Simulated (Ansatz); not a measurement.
# C₃H₆ClGa (SMILES C=[CH][Ga]([CH3])[Cl]): what the fields show

Input file:

```
crystal:
  periodic: [false, false, false]
  atoms:
    - {symbol: C, position_ang: [-1.761282, 0.766079, -1.485309]}
    - {symbol: C, position_ang: [-1.190837, -0.160536, -0.717898]}
    - {symbol: Ga, position_ang: [0.469059, 0.190997, 0.227482]}
    - {symbol: C, position_ang: [1.567825, -0.900564, 1.415213]}
    - {symbol: Cl, position_ang: [1.222285, 2.196318, -0.126137]}
    - {symbol: H, position_ang: [-1.320604, 1.751399, -1.611650]}
    - {symbol: H, position_ang: [-2.690813, 0.583017, -2.020122]}
    - {symbol: H, position_ang: [-1.677695, -1.130119, -0.628691]}
    - {symbol: H, position_ang: [1.652718, -0.409639, 2.387166]}
    - {symbol: H, position_ang: [1.153797, -1.899497, 1.556656]}
    - {symbol: H, position_ang: [2.575548, -0.987435, 1.003279]}
basis:
  gaussian: {orbitals: def2-TZVPP}
hamiltonian: {xc: pbe0, dispersion: d4}
output: {orbitals: {seedname: orbitals}}
```

Run with:

```sh
ansatz run in.yaml --threads 4 --pin off --events-out ev --progress --plain --max-ram 10444MiB
```

Geometry: PBE0-D4/def2-TZVP.

Theory: RKS PBE0-D4/def2-TZVPP (Ansatz 0.2.0).

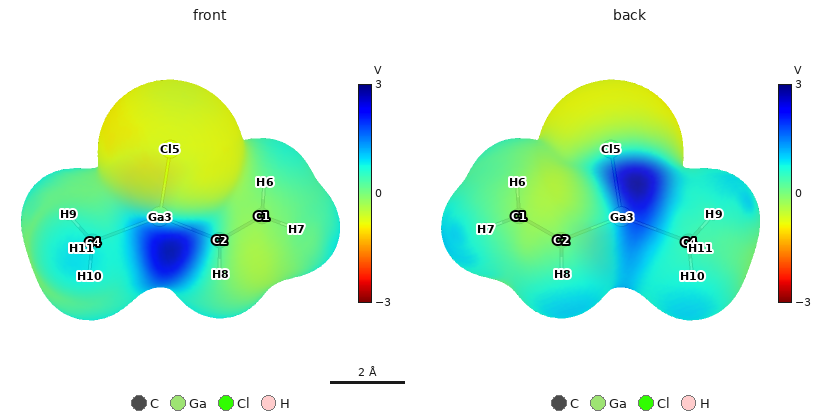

Figure 1. The molecular electrostatic potential painted on the density surface at 0.002 e/bohr³, seen from the front and from behind; red is negative and blue positive.

Which sites attract a positive test charge, and which a negative one?

Answer. A positive charge is drawn to the negative regions and a negative charge to the positive ones. The most negative region (about −0.9 V) lies over Cl5, the most positive (about +2.6 V) over Ga3.

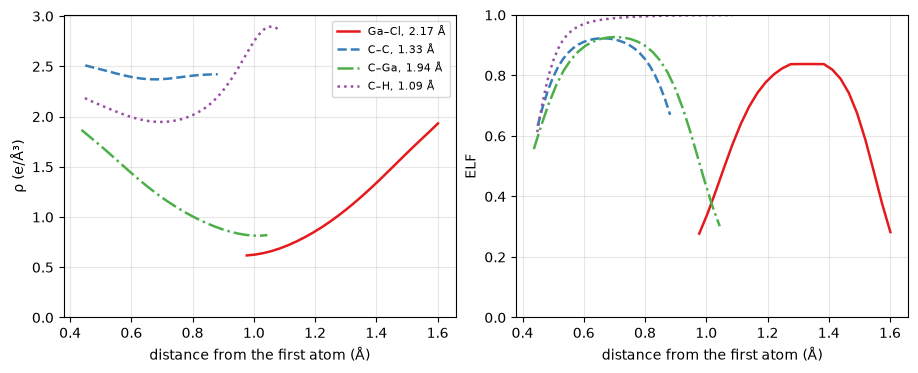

Figure 2. Total electron density and electron localisation function along straight lines between neighbouring atoms. The curves leave out the atomic cores.

Compare the contacts.

Answer. Ga–Cl (2.17 Å): ρ at the midpoint is about 0.69 e/Å³; the ELF peaks at about 0.85 in the valence shell of Cl, 0.9 Å from its nucleus, and is about 0.55 at the midpoint.
C–C (1.33 Å): ρ at the midpoint is about 2.4 e/Å³; the ELF peaks at about 0.90 between the atoms; a multiple bond.
C–Ga (1.94 Å): ρ at the midpoint is about 0.82 e/Å³; the ELF peaks at about 0.95 in the valence shell of C, 0.7 Å from its nucleus, and is about 0.55 at the midpoint.
C–H (1.09 Å): ρ at the midpoint is about 2.1 e/Å³; the ELF climbs to about 1 towards the hydrogen, as it does in any bond to H (a covalent bond by its length).
